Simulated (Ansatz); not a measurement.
# CH₂AlBO: a spread of methods and bases

How do the results and run time of CH₂AlBO respond when the settings are drawn wide?

Computed with Ansatz 0.2.0, Gaussian basis. Level: the settings change from run to run.

### 1 The geometry

The structure was relaxed beforehand with PBE0-D4 in a triple-zeta def2 set.

6 atoms, charge 0, spin multiplicity 1.

Atoms are counted from 1 here; the program's logs count them from 0.

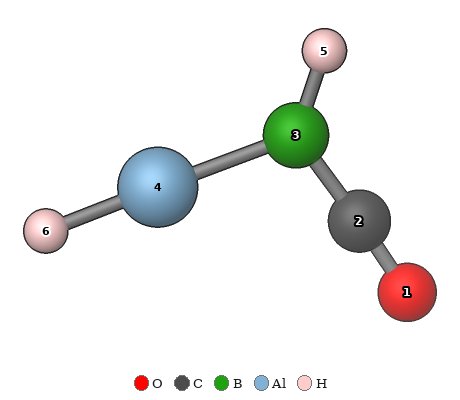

The structure; oxygen red, carbon dark grey, boron green, aluminium light blue, hydrogen pink; atoms are numbered from 1 in the order of the file.

Coordinates:

```xyz
6
charge 0, multiplicity 1
O     0.18193   -2.15248    1.01348
C     0.46957   -1.17696    0.46298
B     0.76568    0.05479   -0.21648
Al   -0.91427    1.02605   -0.30747
H     1.83067    0.38535   -0.62806
H    -2.29158    1.79936   -0.37065
```

### 2 HF/6-31G

in.yaml

```yaml
crystal:
  periodic: [false, false, false]
  atoms:
    - {symbol: O, position_ang: [0.181929, -2.152481, 1.013478]}
    - {symbol: C, position_ang: [0.469572, -1.176959, 0.462977]}
    - {symbol: B, position_ang: [0.765681, 0.054794, -0.216478]}
    - {symbol: Al, position_ang: [-0.914271, 1.026045, -0.307474]}
    - {symbol: H, position_ang: [1.830673, 0.385346, -0.628059]}
    - {symbol: H, position_ang: [-2.291585, 1.799355, -0.370645]}
basis:
  gaussian: {orbitals: 6-31G}
hamiltonian: {xc: {name: HF}}
output: {forces: true}
```

The run is started by

```
ansatz run in.yaml --threads 2 --pin off --events-out ev --progress --plain --max-ram 4352MiB
```

Standard output:

```text
Functional definition: HF
  name "HF"
  cite "Fock, Z. Phys. 61, 126 (1930) doi:10.1007/BF01340294"
  parent pbe
  exchange = exact_x
  correlation = 0
531 factors; integrals over basis functions are off by at most 2.2e-4 eV
mean field evaluation 1: about -10346.2693 eV, gradient 2.9e1 eV
mean field evaluation 2: about -10346.2843 eV, gradient 2.9e1 eV
mean field evaluation 4: about -10348.8947 eV, gradient 3.8e0 eV
mean field evaluation 8: about -10348.9549 eV, gradient 1.3e-1 eV
mean field -10348.95508616 eV, -380.3170846426 hartree, gradient 2.6e-5 eV, S^2 0.000000; 0 other end points of the search recorded, 0 dependent functions left out
the calculation of the forces begins
reference -10348.95508616 eV, -380.3170846426 hartree; 17, 17 occupied and 27, 27 virtual orbitals, 531 factors
Total energy: -10348.95508616 eV, -380.3170846426 hartree
Atom 0 at     0.181929    -2.152481     1.013478 Å, force    -0.256957    -0.717526     0.415411 eV/Å
Atom 1 at     0.469572    -1.176959     0.462977 Å, force     0.599352     0.238573    -0.257479 eV/Å
Atom 2 at     0.765681     0.054794    -0.216478 Å, force     0.340526     0.105297    -0.131603 eV/Å
Atom 3 at    -0.914271     1.026045    -0.307474 Å, force    -0.408709     0.493014    -0.149336 eV/Å
Atom 4 at     1.830673     0.385346    -0.628059 Å, force    -0.210486    -0.153719     0.125241 eV/Å
Atom 5 at    -2.291585     1.799355    -0.370645 Å, force    -0.063726     0.034361    -0.002234 eV/Å
Dipole moment:    -0.487395     0.624859    -0.196506 e Å
```

Run time: 0.35 s. Hardware: 2 threads of Arm Neoverse V1, shared host.

Largest force 0.868 eV/Å, dipole 3.92 D.

### 3 PBE/pcseg-2

This run has coordinates scaled by 1.05, D4 dispersion.

in.yaml

```yaml
crystal:
  periodic: [false, false, false]
  atoms:
    - {symbol: O, position_ang: [0.191025, -2.260105, 1.064152]}
    - {symbol: C, position_ang: [0.493051, -1.235807, 0.486126]}
    - {symbol: B, position_ang: [0.803965, 0.057534, -0.227302]}
    - {symbol: Al, position_ang: [-0.959984, 1.077347, -0.322848]}
    - {symbol: H, position_ang: [1.922207, 0.404613, -0.659462]}
    - {symbol: H, position_ang: [-2.406165, 1.889323, -0.389177]}
basis:
  gaussian: {orbitals: pcseg-2}
hamiltonian: {xc: {name: PBE}, dispersion: d4}
output: {forces: true}
```

Same command.

Standard output (excerpt; [...] marks lines left out):

```text
Functional definition: PBE
  name "PBE"
  cite "Perdew, Burke & Ernzerhof, Phys. Rev. Lett. 77, 3865 (1996) doi:10.1103/PhysRevLett.77.3865"
  parent pbe
[...]
856 factors; their error is unknown
[...]
mean field -10381.34784177 eV, -381.5074964546 hartree, gradient 8.5e-6 eV, S^2 0.000000; 0 other end points of the search recorded, 0 dependent functions left out
[...]
reference -10381.34788951 eV, -381.5074982093 hartree; 17, 17 occupied and 135, 135 virtual orbitals, 856 factors
Total energy: -10381.45895458 eV, -381.5115797752 hartree
Atom 0 at     0.191025    -2.260105     1.064152 Å, force     0.875089     3.030019    -1.705625 eV/Å
Atom 1 at     0.493051    -1.235807     0.486126 Å, force    -0.476395    -1.163197     0.687521 eV/Å
Atom 2 at     0.803965     0.057534    -0.227302 Å, force    -0.316380    -0.997187     0.567681 eV/Å
Atom 3 at    -0.959984     1.077347    -0.322848 Å, force     0.246179    -0.194847     0.039375 eV/Å
Atom 4 at     1.922207     0.404613    -0.659462 Å, force    -1.013229    -0.294016     0.381452 eV/Å
Atom 5 at    -2.406165     1.889323    -0.389177 Å, force     0.684737    -0.380771     0.029596 eV/Å
Dipole moment:    -0.420122     0.543712    -0.171901 e Å
```

It took 1.7 s on 2 threads of Arm Neoverse V1, shared host.

Largest force 3.586 eV/Å, dipole 3.40 D.

### 4 CAM-B3LYP/def2-TZVPD

Options: charge +1, multiplicity 2, atoms shaken by 0.15 Å, D3(BJ) dispersion.

in.yaml

```yaml
crystal:
  periodic: [false, false, false]
  atoms:
    - {symbol: O, position_ang: [0.074504, -1.891380, 0.910897]}
    - {symbol: C, position_ang: [0.360109, -1.163324, 0.419525]}
    - {symbol: B, position_ang: [0.930473, 0.074899, -0.438854]}
    - {symbol: Al, position_ang: [-0.946161, 0.970496, -0.216581]}
    - {symbol: H, position_ang: [1.851989, 0.697244, -0.618543]}
    - {symbol: H, position_ang: [-2.331032, 1.955824, -0.194803]}
basis:
  gaussian: {orbitals: def2-TZVPD}
total_charge: 1
magnetization: {spin_polarized: true, initial_magnetization: 1}
hamiltonian: {xc: {name: CAM-B3LYP}, dispersion: d3bj}
```

Same command.

Standard output (excerpt; [...] marks lines left out):

```text
Functional definition: CAM-B3LYP
  name "CAM-B3LYP"
  cite "Yanai, Tew & Handy, Chem. Phys. Lett. 393, 51 (2004) doi:10.1016/j.cplett.2004.06.011"
  cite "Iikura, Tsuneda, Yanai & Hirao, J. Chem. Phys. 115, 3540 (2001) doi:10.1063/1.1383587"
  cite "Becke, Phys. Rev. A 38, 3098 (1988) doi:10.1103/PhysRevA.38.3098"
  cite "Lee, Yang & Parr, Phys. Rev. B 37, 785 (1988) doi:10.1103/PhysRevB.37.785"
  cite "Vosko, Wilk & Nusair, Can. J. Phys. 58, 1200 (1980) doi:10.1139/p80-159"
[...]
  # Exact exchange under (alpha + beta erf(omega r))/r, Becke's under what is left of 1/r.
[...]
898 factors; their error is unknown
333 factors; integrals over basis functions are off by at most 3.8e-5 eV
[...]
mean field -10375.20878268 eV, -381.2818901945 hartree, gradient 5.9e-5 eV, S^2 0.753410; 0 other end points of the search recorded, 0 dependent functions left out
reference -10375.20890511 eV, -381.2818946936 hartree; 17, 16 occupied and 158, 159 virtual orbitals, 898 factors
Total energy: -10375.30456290 eV, -381.2854100525 hartree
```

Wall time 6 s (2 threads of Arm Neoverse V1, shared host); peak memory 0.47 GiB.

⟨S²⟩ 0.753.

### 5 B97M-V/def2-TZVP

Options: charge +1, multiplicity 2.

in.yaml

```yaml
crystal:
  periodic: [false, false, false]
  atoms:
    - {symbol: O, position_ang: [0.181929, -2.152481, 1.013478]}
    - {symbol: C, position_ang: [0.469572, -1.176959, 0.462977]}
    - {symbol: B, position_ang: [0.765681, 0.054794, -0.216478]}
    - {symbol: Al, position_ang: [-0.914271, 1.026045, -0.307474]}
    - {symbol: H, position_ang: [1.830673, 0.385346, -0.628059]}
    - {symbol: H, position_ang: [-2.291585, 1.799355, -0.370645]}
basis:
  gaussian: {orbitals: def2-TZVP}
total_charge: 1
magnetization: {spin_polarized: true, initial_magnetization: 1}
hamiltonian: {xc: {name: B97M-V}}
```

Same command.

Standard output (excerpt; [...] marks lines left out):

```text
Functional definition: B97M-V
  name "B97M-V"
  cite "Mardirossian & Head-Gordon, J. Chem. Phys. 142, 074111 (2015) doi:10.1063/1.4907719"
  cite "Becke, J. Chem. Phys. 107, 8554 (1997) doi:10.1063/1.475007"
  cite "Vydrov & Van Voorhis, J. Chem. Phys. 133, 244103 (2010) doi:10.1063/1.3521275"
  # Of w^i u^j: cxij and so on, Table III.
[...]
  gx(w, u) = cx00 + cx01*u + cx02*u^2 + (cx10 + cx11*u)*w
  gss(w, u) = css00 + css02*u^2 + css10*w + (css32*w^3 + css42*w^4)*u^2
  gos(w, u) = cos00 + cos01*u + cos03*u^3 + cos10*w + cos32*w^3*u^2
[...]
      + integral(e_c_pw_mod_opposite_spin*gos(b97_w_opposite, b97_u_opposite)) + vv10(b, c)
847 factors; their error is unknown
[...]
mean field -10380.29024777 eV, -381.4686305922 hartree, gradient 2.7e-5 eV, S^2 0.754227; 0 other end points of the search recorded, 0 dependent functions left out
reference -10380.29030961 eV, -381.4686328647 hartree; 17, 16 occupied and 125, 126 virtual orbitals, 847 factors
Total energy: -10380.29030961 eV, -381.4686328647 hartree
```

Run time: 10 s. Hardware: 2 threads of Arm Neoverse V1, shared host; peak memory 0.36 GiB.

⟨S²⟩ 0.754.

### 6 PBE-QIDH/6-31G*

Options: atoms shaken by 0.08 Å.

in.yaml

```yaml
crystal:
  periodic: [false, false, false]
  atoms:
    - {symbol: O, position_ang: [0.113565, -2.196171, 1.032317]}
    - {symbol: C, position_ang: [0.482512, -1.160463, 0.461710]}
    - {symbol: B, position_ang: [0.839125, 0.073067, -0.266380]}
    - {symbol: Al, position_ang: [-0.982429, 0.982292, -0.340276]}
    - {symbol: H, position_ang: [2.017783, 0.345205, -0.791150]}
    - {symbol: H, position_ang: [-2.307397, 1.732696, -0.288116]}
basis:
  gaussian: {orbitals: "6-31G*"}
hamiltonian: {xc: {name: PBE-QIDH}}
```

The command is unchanged.

Standard output (excerpt; [...] marks lines left out):

```text
Functional definition: PBE-QIDH
  name "PBE-QIDH"
  cite "Brémond, Sancho-García, Pérez-Jiménez & Adamo, J. Chem. Phys. 141, 031101 (2014) doi:10.1063/1.4890314"
  cite "Perdew, Burke & Ernzerhof, Phys. Rev. Lett. 77, 3865 (1996) doi:10.1103/PhysRevLett.77.3865"
[...]
642 factors; integrals over basis functions are off by at most 6.9e-4 eV
[...]
mean field -10370.06403153 eV, -381.0928240768 hartree, gradient 2.6e-6 eV, S^2 0.000000; 0 other end points of the search recorded, 0 dependent functions left out
8 core orbitals not correlated: weight in the atoms' cores, before any rotation towards them, 1.000 or more for the frozen orbitals, at most 0.000 for the correlated occupied ones
reference -10370.06404268 eV, -381.0928244865 hartree; 9, 9 occupied and 51, 51 virtual orbitals, 642 factors
second order -14.39944996 eV of doubles, -0.00000000 eV of singles
Total energy: -10374.86385933 eV, -381.2692144950 hartree
```

Run time: 1.6 s. Hardware: 2 threads of Arm Neoverse V1, shared host.

### 7 B2PLYP/aug-cc-pVTZ

in.yaml

```yaml
crystal:
  periodic: [false, false, false]
  atoms:
    - {symbol: O, position_ang: [0.181929, -2.152481, 1.013478]}
    - {symbol: C, position_ang: [0.469572, -1.176959, 0.462977]}
    - {symbol: B, position_ang: [0.765681, 0.054794, -0.216478]}
    - {symbol: Al, position_ang: [-0.914271, 1.026045, -0.307474]}
    - {symbol: H, position_ang: [1.830673, 0.385346, -0.628059]}
    - {symbol: H, position_ang: [-2.291585, 1.799355, -0.370645]}
basis:
  gaussian: {orbitals: aug-cc-pVTZ}
hamiltonian: {xc: {name: B2PLYP}}
```

Same command.

Standard output (excerpt; [...] marks lines left out):

```text
Functional definition: B2PLYP
  name "B2PLYP"
  cite "Grimme, J. Chem. Phys. 124, 034108 (2006) doi:10.1063/1.2148954"
  cite "Becke, Phys. Rev. A 38, 3098 (1988) doi:10.1103/PhysRevA.38.3098"
  cite "Lee, Yang & Parr, Phys. Rev. B 37, 785 (1988) doi:10.1103/PhysRevB.37.785"
[...]
1388 factors; integrals over basis functions are off by at most 9.3e-4 eV
[...]
mean field -10378.31806344 eV, -381.3961541548 hartree, gradient 5.8e-6 eV, S^2 0.000000; 0 other end points of the search recorded, 0 dependent functions left out
8 core orbitals not correlated: weight in the atoms' cores, before any rotation towards them, 1.000 or more for the frozen orbitals, at most 0.000 for the correlated occupied ones
reference -10378.31824539 eV, -381.3961608414 hartree; 9, 9 occupied and 217, 217 virtual orbitals, 1388 factors
second order -19.28123289 eV of doubles, -0.00000000 eV of singles
Total energy: -10383.52417827 eV, -381.5874753461 hartree
```

Wall time 9 s (2 threads of Arm Neoverse V1, shared host); peak memory 0.62 GiB.

### 8 HSE06/def2-mTZVP

Options: unrestricted orbitals, density fitting with cc-pVTZ-jkfit, D3(BJ) dispersion, high accuracy.

in.yaml, as its differences from that of step 7:

```diff
@@ -10,3 +10,6 @@
 basis:
-  gaussian: {orbitals: aug-cc-pVTZ}
-hamiltonian: {xc: {name: B2PLYP}}
+  gaussian: {orbitals: def2-mTZVP, fitting: {mean_field: cc-pVTZ-jkfit}}
+magnetization: {spin_polarized: true, initial_magnetization: 0}
+hamiltonian: {xc: {name: HSE06}, dispersion: d3bj}
+accuracy: high
+output: {forces: true}
```

Same command.

Standard output (excerpt; [...] marks lines left out):

```text
Functional definition: HSE06
  name "HSE06"
  cite "Heyd, Scuseria & Ernzerhof, J. Chem. Phys. 118, 8207 (2003) doi:10.1063/1.1564060"
  cite "Krukau, Vydrov, Izmaylov & Scuseria, J. Chem. Phys. 125, 224106 (2006) doi:10.1063/1.2404663"
  cite "Heyd & Scuseria, J. Chem. Phys. 120, 7274 (2004) doi:10.1063/1.1668634"
  cite "Ernzerhof & Perdew, J. Chem. Phys. 109, 3313 (1998) doi:10.1063/1.476928"
  cite "Perdew, Burke & Ernzerhof, Phys. Rev. Lett. 77, 3865 (1996) doi:10.1103/PhysRevLett.77.3865"
  parent pbe
[...]
  # The whole range is PBE's own exchange, as in plane waves. The composition of these papers is wPBEh.
[...]
418 factors; integrals over basis functions are off by at most 2.9e-1 eV
418 factors; integrals over basis functions are off by at most 3.6e-9 eV
[...]
mean field -10381.19431437 eV, -381.5018544269 hartree, gradient 4.0e-8 eV, S^2 0.000000; 1 other end points of the search recorded, 0 dependent functions left out
[...]
reference -10381.19431793 eV, -381.5018545577 hartree; 17, 17 occupied and 73, 73 virtual orbitals, 418 factors
Total energy: -10381.27464061 eV, -381.5048063617 hartree
Atom 0 at     0.181929    -2.152481     1.013478 Å, force    -0.130968    -0.388756     0.223140 eV/Å
Atom 1 at     0.469572    -1.176959     0.462977 Å, force     0.218267     0.369723    -0.233940 eV/Å
Atom 2 at     0.765681     0.054794    -0.216478 Å, force    -0.016433    -0.071394     0.039102 eV/Å
Atom 3 at    -0.914271     1.026045    -0.307474 Å, force    -0.023879     0.075962    -0.032096 eV/Å
Atom 4 at     1.830673     0.385346    -0.628059 Å, force    -0.009514    -0.004150     0.004306 eV/Å
Atom 5 at    -2.291585     1.799355    -0.370645 Å, force    -0.037474     0.018614    -0.000512 eV/Å
Dipole moment:    -0.444183     0.495932    -0.142629 e Å
```

Wall time 4.7 s (2 threads of Arm Neoverse V1, shared host); peak memory 0.25 GiB.

Largest force 0.489 eV/Å, dipole 3.27 D, ⟨S²⟩ 0.000.

### 9 B2GP-PLYP/cc-pVTZ

Options: finite nuclei, relativity set to none, the search for lower states set to off.

in.yaml, as its differences from that of step 8:

```diff
@@ -10,6 +10,4 @@
 basis:
-  gaussian: {orbitals: def2-mTZVP, fitting: {mean_field: cc-pVTZ-jkfit}}
-magnetization: {spin_polarized: true, initial_magnetization: 0}
-hamiltonian: {xc: {name: HSE06}, dispersion: d3bj}
-accuracy: high
-output: {forces: true}
+  gaussian: {orbitals: cc-pVTZ, nuclear_model: gaussian}
+hamiltonian: {xc: {name: B2GP-PLYP}, pseudopotentials: {relativity: none}}
+scf: {lower_state_search: off}
```

The command is unchanged.

Standard output (excerpt; [...] marks lines left out):

```text
Functional definition: B2GP-PLYP
  name "B2GP-PLYP"
  cite "Karton, Tarnopolsky, Lamère, Schatz & Martin, J. Phys. Chem. A 112, 12868 (2008) doi:10.1021/jp801805p"
  cite "Becke, Phys. Rev. A 38, 3098 (1988) doi:10.1103/PhysRevA.38.3098"
  cite "Lee, Yang & Parr, Phys. Rev. B 37, 785 (1988) doi:10.1103/PhysRevB.37.785"
[...]
913 factors; integrals over basis functions are off by at most 1.4e-3 eV
[...]
mean field -10375.00106303 eV, -381.2742566381 hartree, gradient 9.2e-6 eV, S^2 0.000000; 0 other end points of the search recorded, 0 dependent functions left out
8 core orbitals not correlated: weight in the atoms' cores, before any rotation towards them, 1.000 or more for the frozen orbitals, at most 0.000 for the correlated occupied ones
reference -10375.00117448 eV, -381.2742607338 hartree; 9, 9 occupied and 135, 135 virtual orbitals, 913 factors
second order -17.84943144 eV of doubles, -0.00000000 eV of singles
Total energy: -10381.42696980 eV, -381.5104043561 hartree
Checks for a lower state left out: stability, starts, cluster_reference, orbital_swaps, neighbouring_geometries, increment
```

Wall time 1.8 s (2 threads of Arm Neoverse V1, shared host).

### 10 SPW92/ANO-RCC-VTZP

This run has charge +1, multiplicity 2.

in.yaml, as its differences from that of step 9:

```diff
@@ -10,4 +10,6 @@
 basis:
-  gaussian: {orbitals: cc-pVTZ, nuclear_model: gaussian}
-hamiltonian: {xc: {name: B2GP-PLYP}, pseudopotentials: {relativity: none}}
-scf: {lower_state_search: off}
+  gaussian: {orbitals: ANO-RCC-VTZP}
+total_charge: 1
+magnetization: {spin_polarized: true, initial_magnetization: 1}
+hamiltonian: {xc: {name: SPW92}}
+output: {forces: true}
```

The command is unchanged.

Standard output (excerpt; [...] marks lines left out):

```text
Functional definition: SPW92
  name "SPW92"
  cite "Dirac, Proc. Camb. Phil. Soc. 26, 376 (1930) doi:10.1017/S0305004100016108"
  cite "Slater, Phys. Rev. 81, 385 (1951) doi:10.1103/PhysRev.81.385"
  cite "Perdew & Wang, Phys. Rev. B 45, 13244 (1992) doi:10.1103/PhysRevB.45.13244"
[...]
1160 factors; their error is unknown
[...]
mean field -10335.22794193 eV, -379.8126213969 hartree, gradient 5.4e-5 eV, S^2 0.751538; 0 other end points of the search recorded, 0 dependent functions left out
[...]
reference -10335.22799231 eV, -379.8126232483 hartree; 17, 16 occupied and 135, 136 virtual orbitals, 1160 factors
Total energy: -10335.22799231 eV, -379.8126232483 hartree
Relativity: scalar
Atom 0 at     0.181929    -2.152481     1.013478 Å, force     0.329218     1.393332    -0.767351 eV/Å
Atom 1 at     0.469572    -1.176959     0.462977 Å, force    -0.069919    -2.226320     1.120101 eV/Å
Atom 2 at     0.765681     0.054794    -0.216478 Å, force     0.672195    -0.175834    -0.069230 eV/Å
Atom 3 at    -0.914271     1.026045    -0.307474 Å, force    -1.189602     1.003850    -0.221064 eV/Å
Atom 4 at     1.830673     0.385346    -0.628059 Å, force     0.160719     0.068607    -0.071341 eV/Å
Atom 5 at    -2.291585     1.799355    -0.370645 Å, force     0.097389    -0.063636     0.008886 eV/Å
Dipole moment:    -0.348496     0.803870    -0.317523 e Å
```

It took 3.8 s on 2 threads of Arm Neoverse V1, shared host.

Largest force 2.493 eV/Å, ⟨S²⟩ 0.752.

### 11 The runs in one table

| level | charge | multiplicity | geometry | functions | energy (eV) | time |
| --- | --- | --- | --- | --- | --- | --- |
| HF/6-31G | 0 | 1 | relaxed | 44 | -10348.955 | 0.35 s |
| PBE/pcseg-2 | 0 | 1 | scaled | 152 | -10381.459 | 1.7 s |
| CAM-B3LYP/def2-TZVPD | 1 | 2 | shaken | 175 | -10375.305 | 6 s |
| B97M-V/def2-TZVP | 1 | 2 | relaxed | 142 | -10380.290 | 10 s |
| PBE-QIDH/6-31G* | 0 | 1 | shaken | 68 | -10374.864 | 1.6 s |
| B2PLYP/aug-cc-pVTZ | 0 | 1 | relaxed | 234 | -10383.524 | 9 s |
| HSE06/def2-mTZVP | 0 | 1 | relaxed | 90 | -10381.275 | 4.7 s |
| B2GP-PLYP/cc-pVTZ | 0 | 1 | relaxed | 152 | -10381.427 | 1.8 s |
| SPW92/ANO-RCC-VTZP | 1 | 2 | relaxed | 152 | -10335.228 | 3.8 s |

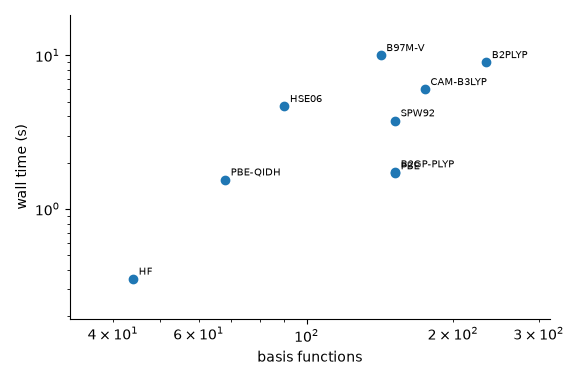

Wall time against the number of basis functions (shared host).

### 12 What came out

```
                                         quantity                   value
                                             runs                       9
                                         quickest        HF/6-31G, 0.35 s
                                          slowest  B97M-V/def2-TZVP, 10 s
spread of total energies, same state and geometry                 34.6 eV
                  dipole, same state and geometry          3.27 to 3.92 D
```

In words: B97M-V/def2-TZVP took 29 times as long as HF/6-31G. The jobs differ in tasks and options as well as level. Total energies at one charge and spin differ by 35 eV between levels, so only differences within one level mean anything. At the PBE0-D4/def2-TZVP geometry and in the same state, runs without warnings or point charges leave forces up to 0.87 eV/Å (HF/6-31G), against 3.6 eV/Å where the atoms were moved.
